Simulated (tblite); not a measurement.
Geometry relaxation, with input and output: C$_{6}$H$_{8}$O$_{3}$Si (part 1 of 2)

System: C$_{6}$H$_{8}$O$_{3}$Si.
Method: GFN2-xTB geometry optimisation, gas phase (tblite 0.8.0).

It belongs to a series of runs on one base structure; here: H on C replaced by COOCH3.

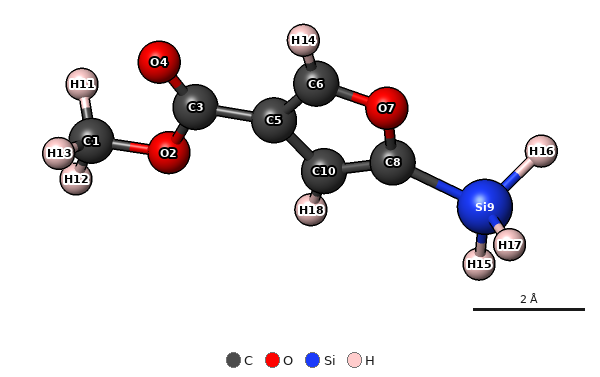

Fig. 1: The structure as given in the input (ball-and-stick view, seen at a tilt; atoms are numbered from 1 in the order of the input).

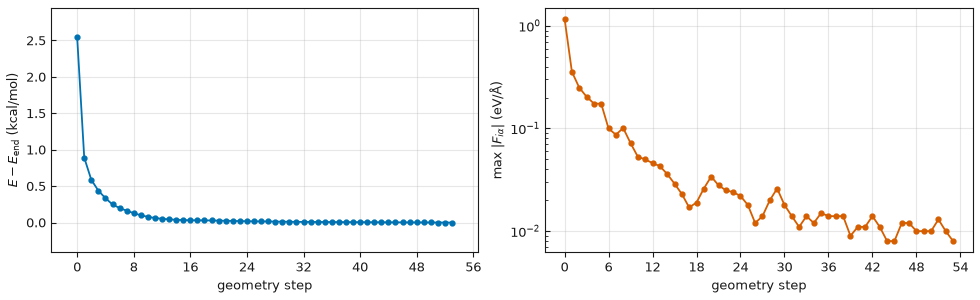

Fig. 2: Progress of the relaxation, step by step (steps are counted from 0).

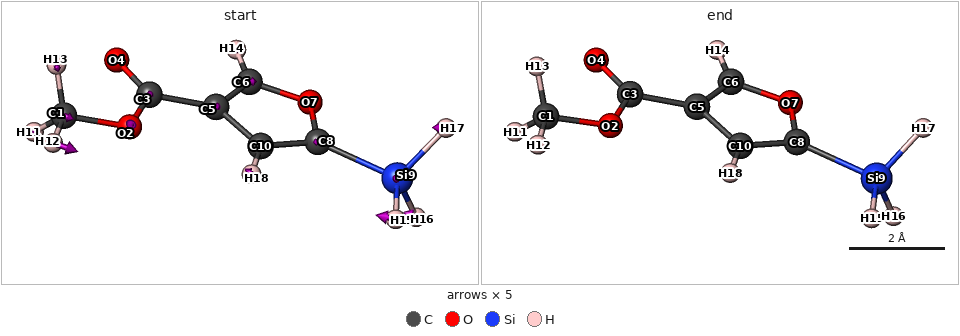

Fig. 3: Before (left) and after (right) the relaxation, at one scale (ball-and-stick view, seen at a tilt). The pink arrows give the displacements, magnified 5 times. The energy falls by 2.55 kcal/mol in 53 geometry steps. The largest force component goes from 1.2 to 0.008 eV/Å. The atom that moves furthest after the best rigid fit is H12 (0.11 Å). By element the largest moves are H 0.11 Å, O 0.05 Å, C 0.05 Å, Si 0.03 Å. Among the contacts that change: O2–C3 1.375 → 1.343 Å, Si9–H15 1.491 → 1.461 Å, C1–O2 1.440 → 1.418 Å, C6–O7 1.350 → 1.328 Å. Among the angles that change: H15–Si9–H17 107.8° → 111.1°, C1–O2–C3 112.7° → 115.8°, H11–C1–H13 111.5° → 108.7°. (Atoms are counted from 1 in the order of the input.)

These pictures come from the run below.

### Input
```
{"job": {"kind": "relax", "xc": "GFN2-xTB", "basis": "xTB"}, "charge": 0, "multiplicity": 1}
C      3.601000     0.443600    -0.666300
O      2.163700     0.365100    -0.620800
C      1.698200    -0.172100     0.555900
O      2.390700    -0.536800     1.474800
C      0.240900    -0.239300     0.573500
C     -0.516900    -0.726600     1.606500
O     -1.834400    -0.656700     1.321800
C     -1.971200    -0.112300     0.072500
Si    -3.694900     0.099600    -0.606300
C     -0.708900     0.152500    -0.420200
H      4.037300    -0.551500    -0.594600
H      3.865100     0.876800    -1.628800
H      3.963100     1.101900     0.137700
H     -0.256100    -1.138600     2.574800
H     -3.621100     0.708700    -1.965200
H     -4.393900    -1.207700    -0.698400
H     -4.487100     1.019300     0.264000
H     -0.484500     0.580500    -1.392500
```

The first line tells a small driver script what to run in tblite; the rest is the geometry in Å.

Run as:
```bash
OMP_NUM_THREADS=1 python <driver script> task.json out
```

### What the program printed
```
step      E/eV     max force
  0    -839.44664    1.430
  1    -839.51838    0.453
  2    -839.53157    0.251
  3    -839.53805    0.232
  4    -839.54250    0.201
  5    -839.54625    0.179
  6    -839.54838    0.118
  7    -839.54995    0.091
  8    -839.55145    0.105
  9    -839.55267    0.086
 10    -839.55362    0.063
 11    -839.55430    0.060
 12    -839.55478    0.048
 13    -839.55511    0.045
 14    -839.55537    0.039
 15    -839.55556    0.030
 16    -839.55565    0.023
 17    -839.55569    0.021
 18    -839.55573    0.023
 19    -839.55579    0.027
 20    -839.55587    0.035
 21    -839.55596    0.028
 22    -839.55605    0.026
 23    -839.55614    0.025
 24    -839.55624    0.026
 25    -839.55631    0.022
 26    -839.55635    0.013
 27    -839.55638    0.015
 28    -839.55643    0.021
 29    -839.55649    0.027
 30    -839.55655    0.019
 31    -839.55660    0.015
 32    -839.55663    0.011
 33    -839.55665    0.015
 34    -839.55667    0.013
 35    -839.55669    0.018
 36    -839.55671    0.018
 37    -839.55674    0.017
 38    -839.55676    0.017
 39    -839.55678    0.011
 40    -839.55680    0.013
 41    -839.55682    0.015
 42    -839.55684    0.017
 43    -839.55686    0.015
 44    -839.55688    0.011
 45    -839.55690    0.011
 46    -839.55691    0.014
 47    -839.55693    0.016
 48    -839.55695    0.012
 49    -839.55696    0.010
 50    -839.55698    0.010
 51    -839.55699    0.014
 52    -839.55700    0.013
 53    -839.55702    0.009
```

### Trajectory as extended XYZ (Å, eV, eV/Å), 27 of the 54 frames kept, from step=0 to step=53
```
18
Properties=species:S:1:pos:R:3:forces:R:3 step=0 energy=-839.44664
C     3.6010    0.4436   -0.6663   -0.4490   0.3540  -0.1380
O     2.1637    0.3651   -0.6208    0.6090  -0.5420   1.1750
C     1.6982   -0.1721    0.5559    0.0520   0.3360  -0.5960
O     2.3907   -0.5368    1.4748    0.1260   0.1630  -0.4290
C     0.2409   -0.2393    0.5735   -0.6440   0.0460  -0.2760
C    -0.5169   -0.7266    1.6065   -0.8720  -0.1780   0.3730
O    -1.8344   -0.6567    1.3218    0.7560   0.1200  -0.1640
C    -1.9712   -0.1123    0.0725    1.1520  -0.1010   0.2170
Si   -3.6949    0.0996   -0.6063   -0.7730   0.2740  -0.3390
C    -0.7089    0.1525   -0.4202   -0.3620   0.1120  -0.2720
H     4.0373   -0.5515   -0.5946    0.0020  -0.0050   0.2060
H     3.8651    0.8768   -1.6288   -0.1430   0.0310  -0.0310
H     3.9631    1.1019    0.1377   -0.0620  -0.3370  -0.1290
H    -0.2561   -1.1386    2.5748    0.0100   0.1660  -0.3820
H    -3.6211    0.7087   -1.9652    0.1010  -0.2190   0.4410
H    -4.3939   -1.2077   -0.6984    0.2480   0.2960   0.0780
H    -4.4871    1.0193    0.2640    0.3140  -0.3270  -0.2060
H    -0.4845    0.5805   -1.3925   -0.0670  -0.1890   0.4730
18
Properties=species:S:1:pos:R:3:forces:R:3 step=2 energy=-839.53157
C     3.5929    0.4488   -0.6682    0.0680  -0.0640   0.0170
O     2.1775    0.3534   -0.5956   -0.0320  -0.0080  -0.0060
C     1.6965   -0.1664    0.5471   -0.2500   0.0030   0.0160
O     2.3929   -0.5319    1.4619    0.1260  -0.0040   0.0020
C     0.2267   -0.2395    0.5696    0.0990   0.0310  -0.1010
C    -0.5300   -0.7279    1.6097    0.0300   0.0310  -0.0390
O    -1.8224   -0.6543    1.3183   -0.1640   0.0220  -0.0490
C    -1.9572   -0.1146    0.0754   -0.0740   0.0330  -0.1510
Si   -3.7090    0.1058   -0.6125    0.0590   0.0170   0.0310
C    -0.7107    0.1554   -0.4264   -0.1440  -0.0860   0.1760
H     4.0367   -0.5488   -0.5885    0.0090   0.1050   0.1350
H     3.8596    0.8783   -1.6307   -0.2120   0.0400  -0.0460
H     3.9621    1.0927    0.1348    0.0440  -0.1350   0.0140
H    -0.2552   -1.1348    2.5662    0.0450   0.0530  -0.1150
H    -3.6179    0.7028   -1.9535    0.0910  -0.0810   0.1470
H    -4.3868   -1.1995   -0.6961    0.1340   0.1330   0.0530
H    -4.4785    1.0104    0.2587    0.1320  -0.1250  -0.0370
H    -0.4860    0.5764   -1.3818    0.0400   0.0360  -0.0450
18
Properties=species:S:1:pos:R:3:forces:R:3 step=4 energy=-839.54250
C     3.5935    0.4472   -0.6679   -0.0570   0.0100  -0.0090
O     2.1782    0.3509   -0.5914   -0.1270   0.0520  -0.1320
C     1.6896   -0.1663    0.5493    0.0290   0.0330  -0.1070
O     2.3962   -0.5297    1.4559    0.0700  -0.0690   0.1750
C     0.2254   -0.2394    0.5666   -0.0380   0.0050   0.0030
C    -0.5319   -0.7256    1.6059   -0.0880   0.0180  -0.0400
O    -1.8270   -0.6527    1.3153   -0.0540   0.0050  -0.0230
C    -1.9610   -0.1144    0.0703   -0.0170  -0.0130   0.0130
Si   -3.7080    0.1077   -0.6121    0.1280  -0.0400   0.0450
C    -0.7147    0.1541   -0.4244   -0.0230   0.0270  -0.0930
H     4.0376   -0.5439   -0.5801    0.0650  -0.0550   0.0710
H     3.8471    0.8805   -1.6333   -0.1670   0.0010   0.0030
H     3.9644    1.0841    0.1353    0.0650  -0.0160   0.0680
H    -0.2525   -1.1316    2.5592    0.0340   0.0240  -0.0440
H    -3.6123    0.6977   -1.9441    0.0920   0.0050  -0.0330
H    -4.3784   -1.1914   -0.6928    0.0510  -0.0150   0.0400
H    -4.4701    1.0026    0.2564    0.0220   0.0080   0.0810
H    -0.4849    0.5765   -1.3798    0.0140   0.0190  -0.0190
18
Properties=species:S:1:pos:R:3:forces:R:3 step=6 energy=-839.54838
C     3.5905    0.4464   -0.6677   -0.0730   0.0010   0.0240
O     2.1727    0.3517   -0.5947    0.0130  -0.0160   0.0460
C     1.6895   -0.1663    0.5493   -0.0300   0.0140  -0.0780
O     2.3982   -0.5300    1.4564   -0.0340  -0.0090   0.0300
C     0.2224   -0.2387    0.5642   -0.0110   0.0040   0.0190
C    -0.5376   -0.7233    1.6018   -0.0280   0.0000  -0.0080
O    -1.8328   -0.6514    1.3121    0.0200  -0.0100   0.0060
C    -1.9632   -0.1148    0.0675    0.0760  -0.0060   0.0370
Si   -3.7011    0.1071   -0.6096   -0.0010   0.0120  -0.0100
C    -0.7184    0.1543   -0.4272    0.0770   0.0280  -0.0780
H     4.0413   -0.5432   -0.5710   -0.0080  -0.0180  -0.0110
H     3.8298    0.8821   -1.6350   -0.0740  -0.0150   0.0140
H     3.9691    1.0775    0.1390   -0.0110   0.0130   0.0050
H    -0.2489   -1.1281    2.5520    0.0010   0.0080  -0.0050
H    -3.6032    0.6947   -1.9400    0.0850   0.0290  -0.0760
H    -4.3702   -1.1875   -0.6883    0.0060  -0.0970   0.0300
H    -4.4633    0.9980    0.2596    0.0010   0.0400   0.1000
H    -0.4835    0.5779   -1.3802   -0.0070   0.0240  -0.0450
18
Properties=species:S:1:pos:R:3:forces:R:3 step=8 energy=-839.55145
C     3.5855    0.4457   -0.6658    0.0330  -0.0160   0.0200
O     2.1700    0.3514   -0.5944    0.0120  -0.0230   0.0520
C     1.6886   -0.1667    0.5476   -0.1010  -0.0100   0.0270
O     2.3953   -0.5301    1.4569   -0.0270  -0.0040  -0.0010
C     0.2208   -0.2378    0.5633    0.0290  -0.0040   0.0010
C    -0.5410   -0.7225    1.6000    0.0750   0.0030  -0.0070
O    -1.8346   -0.6514    1.3108    0.0390   0.0080  -0.0240
C    -1.9597   -0.1148    0.0671   -0.0220   0.0280  -0.0570
Si   -3.6978    0.1076   -0.6090   -0.0530   0.0220  -0.0250
C    -0.7160    0.1553   -0.4314    0.0310   0.0040   0.0040
H     4.0421   -0.5437   -0.5677   -0.0580   0.0300  -0.0390
H     3.8166    0.8817   -1.6347   -0.0210  -0.0150   0.0150
H     3.9703    1.0754    0.1410   -0.0530   0.0110  -0.0290
H    -0.2473   -1.1260    2.5484   -0.0060  -0.0070   0.0280
H    -3.5931    0.6951   -1.9430    0.0610   0.0010  -0.0050
H    -4.3657   -1.1920   -0.6841    0.0300  -0.0300   0.0260
H    -4.4598    0.9983    0.2678    0.0390  -0.0070   0.0370
H    -0.4830    0.5806   -1.3845   -0.0080   0.0100  -0.0230
18
Properties=species:S:1:pos:R:3:forces:R:3 step=10 energy=-839.55362
C     3.5823    0.4445   -0.6633    0.0070   0.0020  -0.0100
O     2.1680    0.3498   -0.5912   -0.0220  -0.0020  -0.0010
C     1.6838   -0.1677    0.5481    0.0110  -0.0070   0.0530
O     2.3907   -0.5306    1.4575   -0.0130  -0.0240   0.0400
C     0.2201   -0.2370    0.5619    0.0120  -0.0010  -0.0240
C    -0.5403   -0.7218    1.5983    0.0320  -0.0010  -0.0040
O    -1.8335   -0.6505    1.3076    0.0170   0.0200  -0.0400
C    -1.9574   -0.1131    0.0634   -0.0390   0.0190  -0.0450
Si   -3.6980    0.1091   -0.6100   -0.0210  -0.0030  -0.0120
C    -0.7131    0.1566   -0.4350   -0.0400   0.0090   0.0040
H     4.0395   -0.5431   -0.5670   -0.0380  -0.0100  -0.0370
H     3.8036    0.8805   -1.6337    0.0270  -0.0030  -0.0030
H     3.9682    1.0744    0.1413   -0.0430   0.0320  -0.0080
H    -0.2462   -1.1244    2.5468   -0.0080  -0.0090   0.0280
H    -3.5801    0.6955   -1.9457    0.0270  -0.0120   0.0340
H    -4.3594   -1.1973   -0.6786    0.0400   0.0280   0.0160
H    -4.4540    0.9980    0.2772    0.0480  -0.0270  -0.0080
H    -0.4830    0.5834   -1.3892    0.0030  -0.0090   0.0160
18
Properties=species:S:1:pos:R:3:forces:R:3 step=12 energy=-839.55478
C     3.5803    0.4442   -0.6626   -0.0290   0.0120  -0.0190
O     2.1660    0.3487   -0.5890   -0.0120   0.0030  -0.0020
C     1.6820   -0.1684    0.5508    0.0460  -0.0020   0.0120
O     2.3875   -0.5324    1.4606   -0.0060  -0.0180   0.0390
C     0.2201   -0.2367    0.5600   -0.0050   0.0020  -0.0070
C    -0.5384   -0.7214    1.5970   -0.0390  -0.0030  -0.0050
O    -1.8318   -0.6490    1.3039   -0.0230   0.0010   0.0010
C    -1.9578   -0.1113    0.0594    0.0080  -0.0060   0.0190
Si   -3.6993    0.1098   -0.6113    0.0330  -0.0120   0.0070
C    -0.7132    0.1579   -0.4369   -0.0120   0.0100  -0.0110
H     4.0357   -0.5436   -0.5692   -0.0140  -0.0220  -0.0180
H     3.7990    0.8797   -1.6334    0.0350   0.0070  -0.0160
H     3.9642    1.0761    0.1409   -0.0230   0.0220  -0.0010
H    -0.2463   -1.1242    2.5475   -0.0180   0.0090  -0.0190
H    -3.5718    0.6950   -1.9454    0.0050  -0.0030   0.0150
H    -4.3539   -1.1989   -0.6749    0.0180   0.0140   0.0050
H    -4.4482    0.9964    0.2819    0.0240  -0.0100  -0.0060
H    -0.4827    0.5844   -1.3909    0.0120  -0.0040   0.0070
18
Properties=species:S:1:pos:R:3:forces:R:3 step=14 energy=-839.55537
C     3.5783    0.4446   -0.6635   -0.0050   0.0030  -0.0110
O     2.1646    0.3482   -0.5878    0.0030  -0.0020   0.0140
C     1.6829   -0.1691    0.5531   -0.0150  -0.0070  -0.0040
O     2.3856   -0.5345    1.4645   -0.0020   0.0020  -0.0010
C     0.2199   -0.2366    0.5590   -0.0010  -0.0010   0.0180
C    -0.5392   -0.7213    1.5958   -0.0320  -0.0020   0.0020
O    -1.8324   -0.6483    1.3022   -0.0240  -0.0090   0.0180
C    -1.9579   -0.1106    0.0583    0.0210  -0.0060   0.0210
Si   -3.6982    0.1095   -0.6116    0.0360  -0.0020   0.0090
C    -0.7138    0.1590   -0.4378    0.0280  -0.0010   0.0000
H     4.0325   -0.5448   -0.5718   -0.0100   0.0090  -0.0050
H     3.7996    0.8797   -1.6342    0.0160   0.0070  -0.0090
H     3.9604    1.0784    0.1402   -0.0110  -0.0040  -0.0140
H    -0.2477   -1.1236    2.5470   -0.0200   0.0120  -0.0310
H    -3.5676    0.6946   -1.9442   -0.0010   0.0050  -0.0060
H    -4.3502   -1.1987   -0.6728    0.0010  -0.0110  -0.0010
H    -4.4438    0.9950    0.2835    0.0070   0.0040   0.0020
H    -0.4818    0.5847   -1.3914    0.0090   0.0030  -0.0050
18
Properties=species:S:1:pos:R:3:forces:R:3 step=16 energy=-839.55565
C     3.5769    0.4449   -0.6646    0.0040  -0.0010  -0.0040
O     2.1636    0.3480   -0.5867   -0.0050  -0.0020   0.0030
C     1.6827   -0.1698    0.5544   -0.0230  -0.0040   0.0020
O     2.3845   -0.5354    1.4665    0.0030   0.0060  -0.0140
C     0.2195   -0.2367    0.5595    0.0050  -0.0030   0.0140
C    -0.5413   -0.7212    1.5950   -0.0020  -0.0030   0.0140
O    -1.8340   -0.6482    1.3021   -0.0030   0.0010  -0.0020
C    -1.9567   -0.1104    0.0585    0.0030   0.0040  -0.0070
Si   -3.6955    0.1092   -0.6113    0.0060   0.0020  -0.0020
C    -0.7128    0.1593   -0.4381    0.0170  -0.0040   0.0050
H     4.0304   -0.5449   -0.5733   -0.0020   0.0140   0.0000
H     3.8004    0.8801   -1.6351   -0.0030   0.0030  -0.0020
H     3.9579    1.0793    0.1391    0.0010  -0.0080  -0.0110
H    -0.2494   -1.1228    2.5453   -0.0110  -0.0040   0.0040
H    -3.5653    0.6946   -1.9438   -0.0030   0.0040  -0.0050
H    -4.3479   -1.1992   -0.6717    0.0020  -0.0070  -0.0020
H    -4.4409    0.9944    0.2845    0.0060   0.0040   0.0000
H    -0.4808    0.5851   -1.3919    0.0060  -0.0010   0.0060
18
Properties=species:S:1:pos:R:3:forces:R:3 step=18 energy=-839.55573
C     3.5765    0.4450   -0.6651   -0.0100   0.0020  -0.0030
O     2.1630    0.3478   -0.5864   -0.0090   0.0010  -0.0090
C     1.6818   -0.1702    0.5546    0.0100   0.0030   0.0010
O     2.3845   -0.5353    1.4662    0.0060  -0.0010  -0.0010
C     0.2193   -0.2369    0.5605    0.0020  -0.0020   0.0040
C    -0.5422   -0.7212    1.5954    0.0000  -0.0030   0.0120
O    -1.8346   -0.6482    1.3019    0.0010   0.0050  -0.0090
C    -1.9560   -0.1102    0.0582   -0.0030   0.0020  -0.0080
Si   -3.6946    0.1092   -0.6113   -0.0060  -0.0010  -0.0070
C    -0.7117    0.1592   -0.4378   -0.0020   0.0000   0.0020
H     4.0299   -0.5443   -0.5736    0.0030  -0.0010  -0.0010
H     3.8002    0.8803   -1.6355   -0.0080   0.0010  -0.0020
H     3.9575    1.0791    0.1383    0.0050   0.0020  -0.0010
H    -0.2504   -1.1229    2.5452   -0.0080  -0.0100   0.0190
H    -3.5649    0.6949   -1.9440   -0.0030   0.0010  -0.0010
H    -4.3472   -1.1997   -0.6715    0.0070   0.0020  -0.0020
H    -4.4399    0.9945    0.2849    0.0080   0.0010  -0.0030
H    -0.4801    0.5851   -1.3917    0.0090  -0.0030   0.0100
18
Properties=species:S:1:pos:R:3:forces:R:3 step=20 energy=-839.55587
C     3.5749    0.4454   -0.6663   -0.0140   0.0040  -0.0010
O     2.1612    0.3477   -0.5865    0.0000   0.0030  -0.0090
C     1.6809   -0.1705    0.5552    0.0340   0.0060  -0.0020
O     2.3850   -0.5353    1.4656    0.0120  -0.0050   0.0090
C     0.2191   -0.2375    0.5629    0.0020   0.0000  -0.0080
C    -0.5436   -0.7215    1.5970   -0.0040  -0.0030   0.0040
O    -1.8356   -0.6476    1.3009    0.0000   0.0010   0.0030
C    -1.9549   -0.1095    0.0570   -0.0060  -0.0070   0.0070
Si   -3.6935    0.1091   -0.6121   -0.0080   0.0000  -0.0080
C    -0.7098    0.1587   -0.4369   -0.0150   0.0060  -0.0050
H     4.0292   -0.5431   -0.5743    0.0020  -0.0140  -0.0040
H     3.7993    0.8809   -1.6364   -0.0170  -0.0010  -0.0050
H     3.9571    1.0789    0.1366    0.0000   0.0110   0.0080
H    -0.2533   -1.1241    2.5471   -0.0120  -0.0050   0.0120
H    -3.5646    0.6954   -1.9446   -0.0040   0.0010  -0.0030
H    -4.3452   -1.2003   -0.6714    0.0070   0.0060  -0.0020
H    -4.4370    0.9948    0.2850    0.0050   0.0000  -0.0030
H    -0.4778    0.5850   -1.3904    0.0170  -0.0020   0.0060
18
Properties=species:S:1:pos:R:3:forces:R:3 step=22 energy=-839.55605
C     3.5721    0.4460   -0.6681    0.0080   0.0000   0.0030
O     2.1587    0.3476   -0.5870    0.0130  -0.0010   0.0100
C     1.6812   -0.1708    0.5561    0.0110  -0.0010   0.0030
O     2.3868   -0.5357    1.4654    0.0160   0.0000   0.0020
C     0.2190   -0.2384    0.5660    0.0050   0.0010  -0.0060
C    -0.5456   -0.7220    1.5993    0.0030   0.0000  -0.0070
O    -1.8370   -0.6470    1.2998    0.0010  -0.0070   0.0160
C    -1.9540   -0.1091    0.0557   -0.0040  -0.0100   0.0160
Si   -3.6923    0.1091   -0.6138    0.0010   0.0040  -0.0030
C    -0.7080    0.1584   -0.4356   -0.0060   0.0040   0.0010
H     4.0279   -0.5422   -0.5760   -0.0070  -0.0080  -0.0080
H     3.7971    0.8818   -1.6381   -0.0250  -0.0030  -0.0060
H     3.9560    1.0795    0.1344   -0.0100   0.0090   0.0050
H    -0.2585   -1.1261    2.5505   -0.0150   0.0060  -0.0100
H    -3.5645    0.6963   -1.9456   -0.0040   0.0010  -0.0100
H    -4.3419   -1.2009   -0.6715    0.0000   0.0010  -0.0040
H    -4.4326    0.9952    0.2850   -0.0040   0.0030  -0.0010
H    -0.4732    0.5846   -1.3882    0.0170   0.0000   0.0000
```
